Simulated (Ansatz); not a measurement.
# Rhodium, diamond under LDA: ground state and equation of state, part 2 of 2

What does LDA give for rhodium in the diamond structure? We relax it, solve it on a dense k-mesh, switch on spin-orbit coupling, then scale the cell to 7 volumes from 88 to 112 % of the relaxed one and try a fit of the equation of state. The k-meshes are 10×10×10 for the relaxation; 17×17×17 for the dense run; 10×10×10 for spin-orbit coupling; 11×11×11 for the volumes.

Ansatz 0.2.0; DFT, LDA (PW92), plane waves (420 eV) with PAW, scalar-relativistic. Earlier steps stand in the parts before.

### Step 5. The cell scaled to 88 % of its volume

This is Rh in the diamond structure; at room conditions it is fcc.

File input.yaml:

```yaml
crystal:
  lattice:
    - [0.0, 2.5836505903, 2.5836505903]
    - [2.5836505903, 0.0, 2.5836505903]
    - [2.5836505903, 2.5836505903, 0.0]
  atoms:
    - { symbol: Rh, position: [0.125, 0.125, 0.125] }
    - { symbol: Rh, position: [0.875, 0.875, 0.875] }
hamiltonian:
  xc: lda
  pseudopotentials:
    kind: paw
    azcp:
      Rh: "pseudopotentials/Rh.paw.azcp"
basis:
  ecutwfc: 420
  fft_grid_basis: typed
kpoints:
  mp_grid: { grid: [11, 11, 11], shift: [0, 0, 0] }
magnetization:
  spin_polarized: false
scf:
  occupations: { method: fermi_dirac, width: 0.1 }
  lower_state_search: "off"
output:
  stress: true
  write_density: true
  write_potential: true
  elf: true
  volumetric_format: npy
```

Standard output, shortened:

```text
Warning: <dir> the record states the generating functional pbe (its physics header spells it `PBE`), which answers neither for hamiltonian.xc's functional nor for the lda family's — results may be inconsistent (PPs are generated against a specific XC)
Warning: RAYON_NUM_THREADS=2 ignored (pool sized by the plan → 2); use --threads N
[...]
Pseudopotentials: kind: paw
Pseudopotential: Rh, paw, valence charge 17, recommended cutoff 420 eV (normal), <dir>
Functional definition: SPW92
[...]
Crystal: 2 atoms, lattice volume = 34.493 Å³
Basis set: ecut = 420 eV, 645 PW (Γ)
Bands: 21, of which v1, the nominal top of the filled ones, is band 17 counted from 1 (16 counted from 0)
Symmetry: 48 space group operations
Space group: Fd-3m (ITA 227), of the structure as read, at distance tolerance 3.3e-5 Å
k-points: 56 of 1331
[...]
SCF iter   1: F=—  HF=-12554.331765 eV  |F-HF|=—  |Δ(HF+E_count)|=         —  Δρ=6.62e-3  dr2=4.21e-3  ethr=1.77e-3  ⟨swp⟩=5.7  Hψ=5262  notcnv=0
[...]
SCF iter   6: F=-12554.332122 eV  HF=-12554.332122 eV  |F-HF|=3.01e-9  |Δ(HF+E_count)|=   3.92e-8  Δρ=1.31e-5  dr2=1.76e-8  ethr=2.94e-10  ⟨swp⟩=8.9  Hψ=7974  notcnv=0
[...]
SCF converged after 6 iterations
Free energy (F): -12554.332122 eV
[...]
E sigma→0 (E₀):  -12554.293938 eV
Entropy (-TS):   -0.076368 eV (-38.184 meV/atom)
Fermi energy:    17.061992 eV
[...]
--- Stress (GPa, compression-positive) ---
       28.384293      -0.000000       0.000000
       -0.000000      28.384293       0.000000
        0.000000       0.000000      28.384293
  P = ⅓ Tr σ = 28.3843 GPa (283.843 kbar)
--- Band table (eV; the first three rows and the last of 56) ---
  k-point 0: bands = ["-62.5468", "-61.9114", "-30.7795", "-30.7795", "-30.7795", "-29.7226", "-29.7226", "-29.7226", "10.2162", "11.5047", "11.5047", "12.1590", "12.1590", "12.1590", "15.2173", "15.2173", "15.2173", "17.6946", "17.6946", "30.0936", "30.5038"]
[...]
```

It took 1.3 s on 2 threads of an x86-64 CPU, shared host; peak memory 0.35 GiB.

Axes a, b and c in the maps are those of this run's conventional cell (a, b, c = 5.167, 5.167, 5.167 Å).

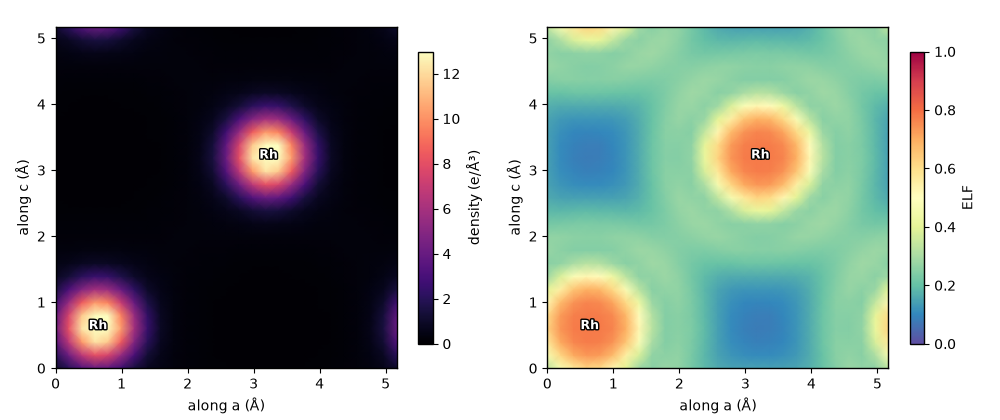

Density (left) and ELF (right) in a lattice plane of the grid's cell (edges 5.17 and 5.17 Å, at 0.125 of the third edge), which holds Rh. Only atoms in the plane are labelled; the density scale stops at 12.98 e/Å³. Both are smooth fields of the valence electrons: close to the nuclei they are not physical.

### Step 6. The cell scaled to 92 % of its volume

Edit input.yaml of step 5 so:

```diff
@@ -2,5 +2,5 @@
   lattice:
-    - [0.0, 2.5836505903, 2.5836505903]
-    - [2.5836505903, 0.0, 2.5836505903]
-    - [2.5836505903, 2.5836505903, 0.0]
+    - [0.0, 2.6222182255, 2.6222182255]
+    - [2.6222182255, 0.0, 2.6222182255]
+    - [2.6222182255, 2.6222182255, 0.0]
   atoms:
@@ -26,5 +26 @@
   stress: true
-  write_density: true
-  write_potential: true
-  elf: true
-  volumetric_format: npy
```

Standard output, shortened:

```text
Warning: <dir> the record states the generating functional pbe (its physics header spells it `PBE`), which answers neither for hamiltonian.xc's functional nor for the lda family's — results may be inconsistent (PPs are generated against a specific XC)
Warning: RAYON_NUM_THREADS=2 ignored (pool sized by the plan → 2); use --threads N
[...]
Pseudopotentials: kind: paw
Pseudopotential: Rh, paw, valence charge 17, recommended cutoff 420 eV (normal), <dir>
Functional definition: SPW92
[...]
Crystal: 2 atoms, lattice volume = 36.061 Å³
Basis set: ecut = 420 eV, 725 PW (Γ)
Bands: 21, of which v1, the nominal top of the filled ones, is band 17 counted from 1 (16 counted from 0)
Symmetry: 48 space group operations
Space group: Fd-3m (ITA 227), of the structure as read, at distance tolerance 3.3e-5 Å
k-points: 56 of 1331
[...]
SCF iter   1: F=—  HF=-12554.549283 eV  |F-HF|=—  |Δ(HF+E_count)|=         —  Δρ=6.71e-3  dr2=5.06e-3  ethr=1.77e-3  ⟨swp⟩=5.7  Hψ=5237  notcnv=0
[...]
SCF iter   6: F=-12554.549887 eV  HF=-12554.549887 eV  |F-HF|=7.25e-9  |Δ(HF+E_count)|=   6.19e-8  Δρ=1.46e-5  dr2=2.57e-8  ethr=2.94e-10  ⟨swp⟩=4.1  Hψ=4335  notcnv=0
[...]
SCF converged after 6 iterations
Free energy (F): -12554.549887 eV
[...]
E sigma→0 (E₀):  -12554.508781 eV
Entropy (-TS):   -0.082212 eV (-41.106 meV/atom)
Fermi energy:    16.027272 eV
[...]
--- Stress (GPa, compression-positive) ---
       16.591385      -0.000000      -0.000000
        0.000000      16.591385      -0.000000
        0.000000      -0.000000      16.591385
  P = ⅓ Tr σ = 16.5914 GPa (165.914 kbar)
```

It took 1 s on 2 threads of an x86-64 CPU, shared host; peak memory 0.36 GiB.

### Step 7. The cell scaled to 96 % of its volume

Edit input.yaml of step 6 so:

```diff
@@ -2,5 +2,5 @@
   lattice:
-    - [0.0, 2.6222182255, 2.6222182255]
-    - [2.6222182255, 0.0, 2.6222182255]
-    - [2.6222182255, 2.6222182255, 0.0]
+    - [0.0, 2.6596835476, 2.6596835476]
+    - [2.6596835476, 0.0, 2.6596835476]
+    - [2.6596835476, 2.6596835476, 0.0]
   atoms:
@@ -26 +26,5 @@
   stress: true
+  write_density: true
+  write_potential: true
+  elf: true
+  volumetric_format: npy
```

Standard output, shortened:

```text
Warning: <dir> the record states the generating functional pbe (its physics header spells it `PBE`), which answers neither for hamiltonian.xc's functional nor for the lda family's — results may be inconsistent (PPs are generated against a specific XC)
Warning: RAYON_NUM_THREADS=2 ignored (pool sized by the plan → 2); use --threads N
[...]
Pseudopotentials: kind: paw
Pseudopotential: Rh, paw, valence charge 17, recommended cutoff 420 eV (normal), <dir>
Functional definition: SPW92
[...]
Crystal: 2 atoms, lattice volume = 37.629 Å³
Basis set: ecut = 420 eV, 725 PW (Γ)
Bands: 21, of which v1, the nominal top of the filled ones, is band 17 counted from 1 (16 counted from 0)
Symmetry: 48 space group operations
Space group: Fd-3m (ITA 227), of the structure as read, at distance tolerance 3.4e-5 Å
k-points: 56 of 1331
[...]
SCF iter   1: F=—  HF=-12554.664228 eV  |F-HF|=—  |Δ(HF+E_count)|=         —  Δρ=6.82e-3  dr2=6.04e-3  ethr=1.77e-3  ⟨swp⟩=5.7  Hψ=5193  notcnv=0
[...]
SCF iter   6: F=-12554.664953 eV  HF=-12554.664953 eV  |F-HF|=7.87e-9  |Δ(HF+E_count)|=   9.29e-8  Δρ=1.54e-5  dr2=2.93e-8  ethr=2.94e-10  ⟨swp⟩=6.1  Hψ=8056  notcnv=0
[...]
SCF converged after 6 iterations
Free energy (F): -12554.664953 eV
[...]
E sigma→0 (E₀):  -12554.620839 eV
Entropy (-TS):   -0.088228 eV (-44.114 meV/atom)
Fermi energy:    15.079167 eV
[...]
--- Stress (GPa, compression-positive) ---
        7.294629       0.000000       0.000000
        0.000000       7.294629       0.000000
        0.000000      -0.000000       7.294629
  P = ⅓ Tr σ = 7.2946 GPa (72.946 kbar)
--- Band table (eV; the first three rows and the last of 56) ---
  k-point 0: bands = ["-64.1732", "-63.7082", "-32.3483", "-32.3483", "-32.3483", "-31.5160", "-31.5160", "-31.5160", "8.7751", "10.1631", "10.1631", "10.6500", "10.6500", "10.6500", "13.4225", "13.4225", "13.4225", "15.5915", "15.5915", "27.8861", "28.2570"]
[...]
```

It took 1.6 s on 2 threads of an x86-64 CPU, shared host; peak memory 0.36 GiB.

### Step 8. The cell scaled to 100 % of its volume

Edit input.yaml of step 7 so:

```diff
@@ -2,5 +2,5 @@
   lattice:
-    - [0.0, 2.6596835476, 2.6596835476]
-    - [2.6596835476, 0.0, 2.6596835476]
-    - [2.6596835476, 2.6596835476, 0.0]
+    - [0.0, 2.6961220968, 2.6961220968]
+    - [2.6961220968, 0.0, 2.6961220968]
+    - [2.6961220968, 2.6961220968, 0.0]
   atoms:
```

Standard output, shortened:

```text
Warning: <dir> the record states the generating functional pbe (its physics header spells it `PBE`), which answers neither for hamiltonian.xc's functional nor for the lda family's — results may be inconsistent (PPs are generated against a specific XC)
Warning: RAYON_NUM_THREADS=2 ignored (pool sized by the plan → 2); use --threads N
[...]
Pseudopotentials: kind: paw
Pseudopotential: Rh, paw, valence charge 17, recommended cutoff 420 eV (normal), <dir>
Functional definition: SPW92
[...]
Crystal: 2 atoms, lattice volume = 39.197 Å³
Basis set: ecut = 420 eV, 749 PW (Γ)
Bands: 21, of which v1, the nominal top of the filled ones, is band 17 counted from 1 (16 counted from 0)
Symmetry: 48 space group operations
Space group: Fd-3m (ITA 227), of the structure as read, at distance tolerance 3.4e-5 Å
k-points: 56 of 1331
[...]
SCF iter   1: F=—  HF=-12554.698434 eV  |F-HF|=—  |Δ(HF+E_count)|=         —  Δρ=6.91e-3  dr2=7.34e-3  ethr=1.77e-3  ⟨swp⟩=5.8  Hψ=5156  notcnv=0
[...]
SCF iter   6: F=-12554.699059 eV  HF=-12554.699059 eV  |F-HF|=1.48e-8  |Δ(HF+E_count)|=   2.43e-8  Δρ=1.19e-5  dr2=2.97e-8  ethr=2.94e-10  ⟨swp⟩=6.7  Hψ=7746  notcnv=0
[...]
SCF converged after 6 iterations
Free energy (F): -12554.699059 eV
[...]
E sigma→0 (E₀):  -12554.651781 eV
Entropy (-TS):   -0.094556 eV (-47.278 meV/atom)
Fermi energy:    14.207547 eV
[...]
--- Stress (GPa, compression-positive) ---
       -0.031807      -0.000000       0.000000
       -0.000000      -0.031807      -0.000000
        0.000000      -0.000000      -0.031807
  P = ⅓ Tr σ = -0.0318 GPa (-0.318 kbar)
--- Band table (eV; the first three rows and the last of 56) ---
  k-point 0: bands = ["-64.8929", "-64.4926", "-33.0436", "-33.0436", "-33.0436", "-32.3015", "-32.3015", "-32.3015", "8.1483", "9.5697", "9.5697", "9.9902", "9.9902", "9.9902", "12.6362", "12.6362", "12.6362", "14.6711", "14.6711", "26.8919", "27.2221"]
[...]
```

Wall time 1.7 s (2 threads of an x86-64 CPU, shared host); peak memory 0.35 GiB.

### Step 9. The cell scaled to 104 % of its volume

Edit input.yaml of step 8 so:

```diff
@@ -2,5 +2,5 @@
   lattice:
-    - [0.0, 2.6961220968, 2.6961220968]
-    - [2.6961220968, 0.0, 2.6961220968]
-    - [2.6961220968, 2.6961220968, 0.0]
+    - [0.0, 2.7316014562, 2.7316014562]
+    - [2.7316014562, 0.0, 2.7316014562]
+    - [2.7316014562, 2.7316014562, 0.0]
   atoms:
@@ -26,5 +26 @@
   stress: true
-  write_density: true
-  write_potential: true
-  elf: true
-  volumetric_format: npy
```

Standard output, shortened:

```text
Warning: <dir> the record states the generating functional pbe (its physics header spells it `PBE`), which answers neither for hamiltonian.xc's functional nor for the lda family's — results may be inconsistent (PPs are generated against a specific XC)
Warning: RAYON_NUM_THREADS=2 ignored (pool sized by the plan → 2); use --threads N
[...]
Pseudopotentials: kind: paw
Pseudopotential: Rh, paw, valence charge 17, recommended cutoff 420 eV (normal), <dir>
Functional definition: SPW92
[...]
Crystal: 2 atoms, lattice volume = 40.764 Å³
Basis set: ecut = 420 eV, 821 PW (Γ)
Bands: 21, of which v1, the nominal top of the filled ones, is band 17 counted from 1 (16 counted from 0)
Symmetry: 48 space group operations
Space group: Fd-3m (ITA 227), of the structure as read, at distance tolerance 3.4e-5 Å
k-points: 56 of 1331
[...]
SCF iter   1: F=—  HF=-12554.669248 eV  |F-HF|=—  |Δ(HF+E_count)|=         —  Δρ=6.99e-3  dr2=8.98e-3  ethr=1.77e-3  ⟨swp⟩=5.9  Hψ=5117  notcnv=0
[...]
SCF iter   6: F=-12554.669411 eV  HF=-12554.669411 eV  |F-HF|=7.44e-10  |Δ(HF+E_count)|=   1.89e-8  Δρ=1.65e-6  dr2=1.02e-9  ethr=2.94e-10  ⟨swp⟩=4.0  Hψ=3895  notcnv=0
[...]
SCF converged after 6 iterations
Free energy (F): -12554.669411 eV
[...]
E sigma→0 (E₀):  -12554.618727 eV
Entropy (-TS):   -0.101367 eV (-50.684 meV/atom)
Fermi energy:    13.404360 eV
[...]
--- Stress (GPa, compression-positive) ---
       -5.790010      -0.000000       0.000000
       -0.000000      -5.790010       0.000000
       -0.000000       0.000000      -5.790010
  P = ⅓ Tr σ = -5.7900 GPa (-57.900 kbar)
```

Wall time 1.2 s (2 threads of an x86-64 CPU, shared host); peak memory 0.37 GiB.

### Step 10. The cell scaled to 108 % of its volume

Edit input.yaml of step 9 so:

```diff
@@ -2,5 +2,5 @@
   lattice:
-    - [0.0, 2.7316014562, 2.7316014562]
-    - [2.7316014562, 0.0, 2.7316014562]
-    - [2.7316014562, 2.7316014562, 0.0]
+    - [0.0, 2.7661823609, 2.7661823609]
+    - [2.7661823609, 0.0, 2.7661823609]
+    - [2.7661823609, 2.7661823609, 0.0]
   atoms:
```

Standard output, shortened:

```text
Warning: <dir> the record states the generating functional pbe (its physics header spells it `PBE`), which answers neither for hamiltonian.xc's functional nor for the lda family's — results may be inconsistent (PPs are generated against a specific XC)
Warning: RAYON_NUM_THREADS=2 ignored (pool sized by the plan → 2); use --threads N
[...]
Pseudopotentials: kind: paw
Pseudopotential: Rh, paw, valence charge 17, recommended cutoff 420 eV (normal), <dir>
Functional definition: SPW92
[...]
Crystal: 2 atoms, lattice volume = 42.332 Å³
Basis set: ecut = 420 eV, 869 PW (Γ)
Bands: 21, of which v1, the nominal top of the filled ones, is band 17 counted from 1 (16 counted from 0)
Symmetry: 48 space group operations
Space group: Fd-3m (ITA 227), of the structure as read, at distance tolerance 3.5e-5 Å
k-points: 56 of 1331
[...]
SCF iter   1: F=—  HF=-12554.590039 eV  |F-HF|=—  |Δ(HF+E_count)|=         —  Δρ=7.06e-3  dr2=1.08e-2  ethr=1.77e-3  ⟨swp⟩=5.9  Hψ=5098  notcnv=0
[...]
SCF iter   6: F=-12554.589802 eV  HF=-12554.589802 eV  |F-HF|=6.55e-10  |Δ(HF+E_count)|=   1.32e-8  Δρ=1.58e-6  dr2=9.21e-10  ethr=2.94e-10  ⟨swp⟩=4.0  Hψ=3902  notcnv=0
[...]
SCF converged after 6 iterations
Free energy (F): -12554.589802 eV
[...]
E sigma→0 (E₀):  -12554.535431 eV
Entropy (-TS):   -0.108742 eV (-54.371 meV/atom)
Fermi energy:    12.662673 eV
[...]
--- Stress (GPa, compression-positive) ---
      -10.296406       0.000000       0.000000
        0.000000     -10.296406       0.000000
        0.000000       0.000000     -10.296406
  P = ⅓ Tr σ = -10.2964 GPa (-102.964 kbar)
```

It took 1.4 s on 2 threads of an x86-64 CPU, shared host; peak memory 0.37 GiB.

### Step 11. The cell scaled to 112 % of its volume

Edit input.yaml of step 10 so:

```diff
@@ -2,5 +2,5 @@
   lattice:
-    - [0.0, 2.7661823609, 2.7661823609]
-    - [2.7661823609, 0.0, 2.7661823609]
-    - [2.7661823609, 2.7661823609, 0.0]
+    - [0.0, 2.7999196171, 2.7999196171]
+    - [2.7999196171, 0.0, 2.7999196171]
+    - [2.7999196171, 2.7999196171, 0.0]
   atoms:
```

Standard output, shortened:

```text
Warning: <dir> the record states the generating functional pbe (its physics header spells it `PBE`), which answers neither for hamiltonian.xc's functional nor for the lda family's — results may be inconsistent (PPs are generated against a specific XC)
Warning: RAYON_NUM_THREADS=2 ignored (pool sized by the plan → 2); use --threads N
[...]
Pseudopotentials: kind: paw
Pseudopotential: Rh, paw, valence charge 17, recommended cutoff 420 eV (normal), <dir>
Functional definition: SPW92
[...]
Crystal: 2 atoms, lattice volume = 43.900 Å³
Basis set: ecut = 420 eV, 869 PW (Γ)
Bands: 21, of which v1, the nominal top of the filled ones, is band 17 counted from 1 (16 counted from 0)
Symmetry: 48 space group operations
Space group: Fd-3m (ITA 227), of the structure as read, at distance tolerance 3.5e-5 Å
k-points: 56 of 1331
[...]
SCF iter   1: F=—  HF=-12554.471947 eV  |F-HF|=—  |Δ(HF+E_count)|=         —  Δρ=7.07e-3  dr2=1.24e-2  ethr=1.77e-3  ⟨swp⟩=6.1  Hψ=5107  notcnv=0
[...]
SCF iter   6: F=-12554.471172 eV  HF=-12554.471172 eV  |F-HF|=4.33e-10  |Δ(HF+E_count)|=   8.77e-9  Δρ=1.35e-6  dr2=6.45e-10  ethr=2.94e-10  ⟨swp⟩=4.0  Hψ=3905  notcnv=0
[...]
SCF converged after 6 iterations
Free energy (F): -12554.471172 eV
[...]
E sigma→0 (E₀):  -12554.412870 eV
Entropy (-TS):   -0.116604 eV (-58.302 meV/atom)
Fermi energy:    11.976631 eV
[...]
--- Stress (GPa, compression-positive) ---
      -13.797417       0.000000       0.000000
        0.000000     -13.797417      -0.000000
        0.000000      -0.000000     -13.797417
  P = ⅓ Tr σ = -13.7974 GPa (-137.974 kbar)
```

Wall time 1.2 s (2 threads of an x86-64 CPU, shared host); peak memory 0.36 GiB.

### Step 12. Fitting the volumes

The cell was scaled evenly, with its shape and the fractional positions fixed.

```csv
V (Å³/atom),E − E₀ (meV/atom),P from the stress (GPa),P from the fit (GPa)
17.247,178.9,28.38,28.14
18.030,71.5,16.59,16.28
18.814,15.5,7.29,6.97
19.598,0.0,-0.03,-0.36
20.382,16.5,-5.79,-6.14
21.166,58.2,-10.30,-10.68
21.950,119.5,-13.80,-14.26
```

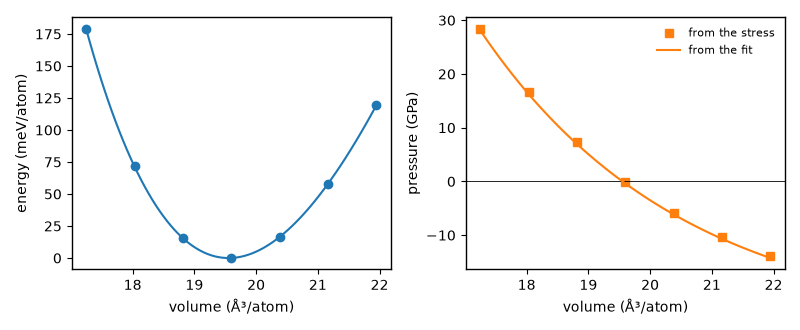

Energy and pressure against volume; the lines are the Birch-Murnaghan fit.

Fit (Birch-Murnaghan, third order): V₀ = 19.555 Å³/atom, B₀ = 164 GPa, B₀′ = 4.9, largest residual 0.06 meV/atom.

Fit and stress differ a little: one follows E(σ → 0), the other the smeared free energy.

### Step 13. What came out

The summary covers parts 1 to 2.

| quantity | value |
| --- | --- |
| space group (spins left aside) | Fd-3m (No. 227) |
| conventional cell | a = 5.392 Å |
| volume | 19.598 Å³/atom |
| shortest distance | 2.335 Å |
| gap on the mesh | none (levels filled in part) |
| relative to fcc | +1325 meV/atom |
| V₀, B₀, B₀′ | 19.555 Å³/atom, 164 GPa, 4.9 |

**Reading.** From the guessed start the volume grew by 5.6 % in 5 steps. It lies 1325 meV/atom above the element's reference form at the same level (fcc, from a run of its own), so it is far from stable. Levels at the Fermi energy are filled in part, as in a metal. Totals with and without spin-orbit coupling (-1.7 eV/atom apart) can't be read as binding, since the two-component data shift the zero of energy. B₀ comes out at 164 GPa. Relaxation kept the symmetry; phonons were not checked.
